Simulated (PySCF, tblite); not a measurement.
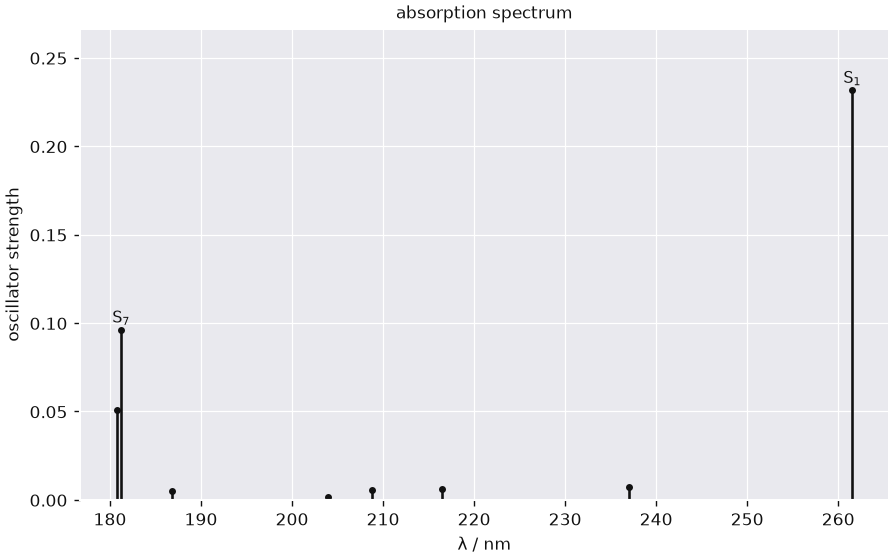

Vertical TDDFT excitations, ωB97X-D/def2-SVPD with PySCF 2.14.0, at a GFN2-xTB geometry (a minimum by its frequencies), gas phase. Only the first 8 singlet excitations are included.

> Whose absorption spectrum is this?
A. C₆H₉ClSi, SMILES C=C1[SiH2][C@H](Cl)/C1=C\C
B. C₆H₉ClSi, SMILES ClCC[SiH]1C=CC=C1
C. C₃H₁₁NSi₂, SMILES C=CCN([SiH3])[SiH3]

Option A. Its lowest singlet lies at 4.74 eV (f = 0.232) and the brightest of those computed is S1 at 4.74 eV (262 nm), f = 0.232, mainly HOMO → LUMO (97 %).

Known limits of this run: the tight-binding geometry is rougher than a DFT one and adds to the error; core orbitals are frozen in the response.
